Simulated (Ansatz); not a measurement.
Run report: WH2Cl3O2F, geometry relaxation (part 2 of 2)

The same run, continued: WH2Cl3O2F; RKS revPBE-D4/def2-SVP (Ansatz 0.2.0). It belongs to a series of runs on one base structure; here: start relaxed.

Geometry of the input (Å):
```
W  0.0000  0.0000  0.0000
O  0.0000  0.0000  1.9400
H  -0.9095  -0.2814  2.2771
Cl 2.3900  0.0000  0.0000
Cl 0.0000  2.3900  0.0000
F  -1.8500  0.0000  0.0000
O  0.0000  -1.9400  0.0000
H  0.3816  -2.2771  0.8723
Cl 0.0000  0.0000  -2.3900
```

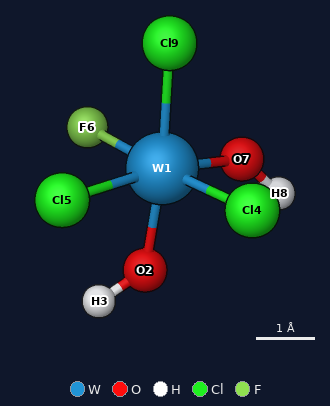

Fig. 1: The geometry at step 17 of the log (ball-and-stick view, seen at a tilt; atoms are numbered from 1 in the order of the input).

### Trajectory as extended XYZ, continued
```
9
Properties=species:S:1:pos:R:3:forces:R:3 step=7 energy=-46220.47242
W     0.0563   -0.0246   -0.0156    0.0085   0.0058   0.0385
O    -0.1054   -0.0791    1.8840   -0.1222  -0.0013   0.0339
H    -0.9481    0.0694    2.3613    0.1108  -0.0031  -0.0447
Cl    2.3723    0.0710    0.1030    0.0029   0.0038  -0.0106
Cl    0.0351    2.3215    0.0204    0.0068  -0.0190  -0.0015
F    -1.8490    0.0034    0.0366    0.0106  -0.0217  -0.0174
O     0.1647   -1.9220   -0.0568    0.0048   0.0164   0.0623
H     0.4092   -2.5050    0.6887   -0.0129   0.0084  -0.0396
Cl   -0.1229   -0.0431   -2.3223   -0.0093   0.0107  -0.0210
9
Properties=species:S:1:pos:R:3:forces:R:3 step=8 energy=-46220.47456
W     0.0560   -0.0298   -0.0142    0.0172   0.0085   0.0268
O    -0.1145   -0.0756    1.8834   -0.0066  -0.0214  -0.0058
H    -0.9423    0.1075    2.3690    0.0064   0.0174   0.0093
Cl    2.3731    0.0703    0.0954    0.0052  -0.0006  -0.0106
Cl    0.0315    2.3155    0.0349   -0.0016  -0.0061  -0.0022
F    -1.8486   -0.0135    0.0235   -0.0250  -0.0075  -0.0118
O     0.1693   -1.9226   -0.0472   -0.0073   0.0114   0.0048
H     0.4104   -2.5311    0.6768    0.0059  -0.0078   0.0022
Cl   -0.1227   -0.0292   -2.3222    0.0058   0.0060  -0.0128
9
Properties=species:S:1:pos:R:3:forces:R:3 step=9 energy=-46220.47656
W     0.0493   -0.0447   -0.0117    0.0037  -0.0007   0.0113
O    -0.1319   -0.0802    1.8837   -0.2625   0.0575   0.1753
H    -0.9262    0.2057    2.3886    0.2781  -0.0713  -0.1646
Cl    2.3696    0.0607    0.0768   -0.0001   0.0049   0.0010
Cl    0.0147    2.2996    0.0710   -0.0010   0.0110  -0.0026
F    -1.8555   -0.0417   -0.0048   -0.0170  -0.0063  -0.0160
O     0.1730   -1.9307   -0.0346    0.0055  -0.0565   0.0572
H     0.4280   -2.5770    0.6527   -0.0125   0.0610  -0.0560
Cl   -0.1090   -0.0002   -2.3223    0.0056   0.0004  -0.0056
9
Properties=species:S:1:pos:R:3:forces:R:3 step=10 energy=-46220.47886
W     0.0440   -0.0529   -0.0107   -0.0222   0.0078   0.0001
O    -0.1413   -0.0851    1.8838   -0.2669   0.0728   0.1927
H    -0.9056    0.2608    2.3977    0.2861  -0.0909  -0.1771
Cl    2.3654    0.0555    0.0739   -0.0030   0.0080  -0.0007
Cl    0.0003    2.2914    0.0907    0.0035   0.0048  -0.0058
F    -1.8608   -0.0562   -0.0210   -0.0005  -0.0071  -0.0234
O     0.1702   -1.9355   -0.0287    0.0143  -0.0759   0.0690
H     0.4377   -2.5991    0.6371   -0.0176   0.0755  -0.0643
Cl   -0.0978    0.0126   -2.3235    0.0061   0.0050   0.0094
9
Properties=species:S:1:pos:R:3:forces:R:3 step=11 energy=-46220.47270 accepted=F
W     0.0237   -0.0813   -0.0048   -0.0951   0.0844  -0.1202
O    -0.1720   -0.1109    1.8885   -0.8500   0.6121   0.6878
H    -0.8376    0.4173    2.4255    0.8776  -0.6072  -0.6711
Cl    2.3472    0.0509    0.0589    0.0148  -0.0417   0.0215
Cl   -0.0315    2.2626    0.1336   -0.0346   0.0118   0.0647
F    -1.8800   -0.1026   -0.0736    0.0675  -0.0014  -0.0344
O     0.1560   -1.9550   -0.0090    0.0932  -0.1888   0.1719
H     0.4649   -2.6560    0.6022   -0.0613   0.1740  -0.1573
Cl   -0.0587    0.0666   -2.3219   -0.0122  -0.0432   0.0372
9
Properties=species:S:1:pos:R:3:forces:R:3 step=12 energy=-46220.48528
W     0.0292   -0.0625   -0.0124   -0.0184  -0.0257  -0.0160
O    -0.1590   -0.1035    1.8803   -0.2373   0.0995   0.2206
H    -0.8592    0.3320    2.4134    0.2302  -0.0630  -0.1441
Cl    2.3530    0.0468    0.0636    0.0051   0.0087  -0.0053
Cl   -0.0203    2.2799    0.1248    0.0003  -0.0080   0.0026
F    -1.8731   -0.0719   -0.0611    0.0003  -0.0017  -0.0221
O     0.1548   -1.9397   -0.0048    0.0435  -0.0979   0.0027
H     0.4611   -2.6220    0.6237   -0.0250   0.0829  -0.0542
Cl   -0.0744    0.0323   -2.3282    0.0013   0.0052   0.0159
9
Properties=species:S:1:pos:R:3:forces:R:3 step=13 energy=-46220.49396
W     0.0165   -0.0805   -0.0074   -0.0587   0.0657  -0.0360
O    -0.1869   -0.1221    1.8884   -0.3293   0.2045   0.2193
H    -0.8131    0.4167    2.4279    0.3588  -0.2071  -0.2715
Cl    2.3419    0.0484    0.0570    0.0068  -0.0256   0.0158
Cl   -0.0344    2.2604    0.1530   -0.0177   0.0171   0.0338
F    -1.8835   -0.0855   -0.0960    0.0147  -0.0257  -0.0079
O     0.1522   -1.9534   -0.0055    0.0201  -0.0575   0.0649
H     0.4772   -2.6408    0.6060   -0.0028   0.0248  -0.0297
Cl   -0.0580    0.0483   -2.3240    0.0082   0.0037   0.0113
9
Properties=species:S:1:pos:R:3:forces:R:3 step=15 energy=-46220.49691 accepted=F
W    -0.0367   -0.1202   -0.0254   -0.2259   0.1265  -0.0254
O    -0.2711   -0.1699    1.8663   -0.4110   1.2430   1.2015
H    -0.5440    0.6211    2.4507    0.5284  -1.3581  -1.1217
Cl    2.2941    0.0358    0.0736   -0.0091  -0.0561   0.0380
Cl   -0.1449    2.2072    0.2656    0.0181   0.0961  -0.0362
F    -1.9252   -0.1537   -0.2203    0.1085  -0.0630  -0.1268
O     0.0924   -1.9881    0.0221    0.0874  -0.0507   0.1014
H     0.5017   -2.6593    0.6029   -0.0478   0.0477  -0.0644
Cl    0.0459    0.1186   -2.3361   -0.0486   0.0147   0.0335
9
Properties=species:S:1:pos:R:3:forces:R:3 step=16 energy=-46220.52985
W    -0.0194   -0.1017   -0.0232   -0.0264  -0.0722   0.0644
O    -0.2242   -0.1626    1.8796   -0.2576   0.2259   0.1714
H    -0.6314    0.5534    2.4205    0.2604  -0.2384  -0.2468
Cl    2.3118    0.0253    0.0576   -0.0205   0.0096  -0.0070
Cl   -0.1150    2.2293    0.2486   -0.0079  -0.0120   0.0013
F    -1.9075   -0.1525   -0.2034    0.0218  -0.0081   0.0037
O     0.1136   -1.9734    0.0232    0.0158   0.0642   0.0283
H     0.4805   -2.6428    0.6312   -0.0068   0.0188  -0.0216
Cl    0.0036    0.1165   -2.3348    0.0212   0.0123   0.0064
9
Properties=species:S:1:pos:R:3:forces:R:3 step=17 energy=-46220.54356
W    -0.0284   -0.1078   -0.0270   -0.0128  -0.0274  -0.0313
O    -0.2284   -0.1794    1.8757   -0.1601   0.1386   0.1469
H    -0.5348    0.5794    2.4187    0.1501  -0.1524  -0.1606
Cl    2.2996    0.0536    0.0672    0.0072  -0.0040  -0.0058
Cl   -0.1638    2.2181    0.2659   -0.0167   0.0094   0.0209
F    -1.9115   -0.1736   -0.2383    0.0174  -0.0099   0.0014
O     0.1091   -1.9753    0.0252    0.0204  -0.0004   0.0560
H     0.4307   -2.6542    0.6491   -0.0141   0.0380  -0.0311
Cl    0.0395    0.1307   -2.3370    0.0084   0.0083   0.0036
9
Properties=species:S:1:pos:R:3:forces:R:3 step=18 energy=-46220.55536
W    -0.0338   -0.1148   -0.0461   -0.0255   0.0884   0.2064
O    -0.2250   -0.2152    1.8697   -0.0280   0.0687  -0.0720
H    -0.3878    0.5964    2.3941    0.0383  -0.0927  -0.0749
Cl    2.2896    0.0972    0.0744    0.0019   0.0110  -0.0172
Cl   -0.2495    2.2008    0.3097    0.0134  -0.0382  -0.0079
F    -1.9099   -0.2051   -0.2912    0.0091  -0.0151  -0.0193
O     0.1095   -1.9759    0.0285    0.0146  -0.0836   0.0510
H     0.3287   -2.6440    0.7070   -0.0222   0.0493  -0.0280
Cl    0.0904    0.1521   -2.3468   -0.0016   0.0123  -0.0380
9
Properties=species:S:1:pos:R:3:forces:R:3 step=19 energy=-46220.55553
W    -0.0336   -0.1140   -0.0468   -0.0313   0.0790   0.2080
O    -0.2246   -0.2175    1.8686   -0.0299   0.0801  -0.0521
H    -0.3865    0.5949    2.3919    0.0367  -0.0866  -0.0690
Cl    2.2899    0.0985    0.0731    0.0002   0.0110  -0.0184
Cl   -0.2498    2.2008    0.3112    0.0131  -0.0402  -0.0070
F    -1.9099   -0.2045   -0.2925    0.0154  -0.0126  -0.0188
O     0.1090   -1.9742    0.0328    0.0160  -0.0842   0.0121
H     0.3272   -2.6447    0.7085   -0.0196   0.0423  -0.0110
Cl    0.0904    0.1522   -2.3475   -0.0005   0.0112  -0.0438
9
Properties=species:S:1:pos:R:3:forces:R:3 step=20 energy=-46220.55279 accepted=F
W    -0.0374   -0.1210   -0.0433    0.0231   0.1000  -0.0657
O    -0.2330   -0.2356    1.8685    0.0275   0.2353   0.0926
H    -0.3244    0.5969    2.3832   -0.0006  -0.2184  -0.1031
Cl    2.2830    0.1431    0.0488   -0.0031  -0.0833   0.0676
Cl   -0.2639    2.1891    0.3284   -0.0658  -0.0086   0.0351
F    -1.9063   -0.2308   -0.3298    0.0249   0.0258   0.0246
O     0.1093   -1.9815    0.0400    0.0741  -0.1689   0.1408
H     0.2697   -2.6429    0.7453   -0.0399   0.1399  -0.1260
Cl    0.1149    0.1743   -2.3417   -0.0402  -0.0218  -0.0658
9
Properties=species:S:1:pos:R:3:forces:R:3 step=21 energy=-46220.55756
W    -0.0331   -0.1143   -0.0474   -0.0043   0.0441   0.0215
O    -0.2254   -0.2242    1.8632   -0.0044  -0.0151  -0.0032
H    -0.3656    0.5878    2.3889    0.0054  -0.0035  -0.0044
Cl    2.2895    0.1086    0.0665   -0.0014   0.0045  -0.0093
Cl   -0.2580    2.1955    0.3226    0.0021  -0.0059  -0.0067
F    -1.9065   -0.2116   -0.3077    0.0024  -0.0076   0.0012
O     0.1124   -1.9762    0.0332    0.0111  -0.0542   0.0225
H     0.3046   -2.6322    0.7309   -0.0175   0.0329  -0.0148
Cl    0.0941    0.1581   -2.3508    0.0065   0.0049  -0.0069
9
Properties=species:S:1:pos:R:3:forces:R:3 step=22 energy=-46220.55830
W    -0.0306   -0.1140   -0.0516    0.0235   0.0181  -0.0666
O    -0.2196   -0.2385    1.8584    0.0172   0.0264   0.0457
H    -0.3342    0.5766    2.3866   -0.0086  -0.0232  -0.0089
Cl    2.2905    0.1254    0.0546   -0.0084   0.0046   0.0153
Cl   -0.2801    2.1904    0.3315    0.0038  -0.0084   0.0101
F    -1.9014   -0.2229   -0.3220   -0.0060  -0.0008  -0.0052
O     0.1169   -1.9772    0.0348    0.0283  -0.1087   0.1006
H     0.2612   -2.6170    0.7624   -0.0348   0.1055  -0.1064
Cl    0.1095    0.1688   -2.3553   -0.0150  -0.0135   0.0154
9
Properties=species:S:1:pos:R:3:forces:R:3 step=24 energy=-46220.55924
W    -0.0181   -0.1146   -0.0558    0.0421  -0.0357  -0.0266
O    -0.2050   -0.2513    1.8583    0.0163  -0.0241  -0.0488
H    -0.3373    0.5741    2.3639   -0.0134   0.0119   0.0587
Cl    2.2985    0.1493    0.0485   -0.0109  -0.0073  -0.0109
Cl   -0.2854    2.1817    0.3505   -0.0158   0.0256  -0.0063
F    -1.8904   -0.2297   -0.3186   -0.0141   0.0037  -0.0025
O     0.1356   -1.9784    0.0345    0.0007   0.0250   0.0131
H     0.2093   -2.6064    0.7793   -0.0098   0.0125  -0.0066
Cl    0.1049    0.1667   -2.3611    0.0048  -0.0115   0.0298
9
Properties=species:S:1:pos:R:3:forces:R:3 step=25 energy=-46220.56028
W    -0.0129   -0.1115   -0.0586    0.0364  -0.0167   0.0016
O    -0.1961   -0.2585    1.8560    0.0013   0.0187  -0.0200
H    -0.3396    0.5589    2.3723   -0.0033  -0.0037   0.0267
Cl    2.3023    0.1585    0.0386   -0.0092   0.0020  -0.0026
Cl   -0.2921    2.1836    0.3497   -0.0078  -0.0021   0.0042
F    -1.8856   -0.2288   -0.3213   -0.0144   0.0026   0.0044
O     0.1417   -1.9745    0.0363    0.0054  -0.0464   0.0381
H     0.1865   -2.5971    0.7897   -0.0125   0.0552  -0.0529
Cl    0.1079    0.1609   -2.3633    0.0040  -0.0096   0.0005
9
Properties=species:S:1:pos:R:3:forces:R:3 step=26 energy=-46220.56079
W    -0.0032   -0.1088   -0.0617    0.0002   0.0364   0.0367
O    -0.1851   -0.2636    1.8536    0.0076   0.0166   0.0007
H    -0.3397    0.5443    2.3828    0.0067  -0.0270  -0.0191
Cl    2.3084    0.1786    0.0258   -0.0078   0.0013   0.0128
Cl   -0.3042    2.1818    0.3560    0.0038  -0.0011  -0.0148
F    -1.8774   -0.2285   -0.3203   -0.0064  -0.0010  -0.0034
O     0.1515   -1.9713    0.0334    0.0104  -0.1383   0.1233
H     0.1464   -2.5858    0.7974   -0.0070   0.1084  -0.1250
Cl    0.1154    0.1448   -2.3676   -0.0075   0.0048  -0.0111
9
Properties=species:S:1:pos:R:3:forces:R:3 step=27 energy=-46220.56141
W     0.0002   -0.1085   -0.0617    0.0191   0.0029   0.0082
O    -0.1774   -0.2642    1.8528    0.0008  -0.0100  -0.0044
H    -0.3323    0.5409    2.3845   -0.0015   0.0067   0.0035
Cl    2.3095    0.1864    0.0296    0.0018   0.0045  -0.0003
Cl   -0.3114    2.1814    0.3512   -0.0020  -0.0031  -0.0046
F    -1.8742   -0.2361   -0.3178   -0.0067  -0.0019  -0.0004
O     0.1597   -1.9725    0.0328   -0.0087  -0.0011   0.0005
H     0.1211   -2.5815    0.7961   -0.0011   0.0023  -0.0032
Cl    0.1170    0.1455   -2.3681   -0.0016  -0.0004   0.0007
```

### Results in brief

```tsv
quantity	value
outcome	converged
total energy	−46220.5615 eV
mean-field energy	−46219.6578 eV
largest force (length of the vector) at the end	0.021 eV/Å
wall time	70 s (CPU time 4.4 min)
peak memory	0.23 GiB
```
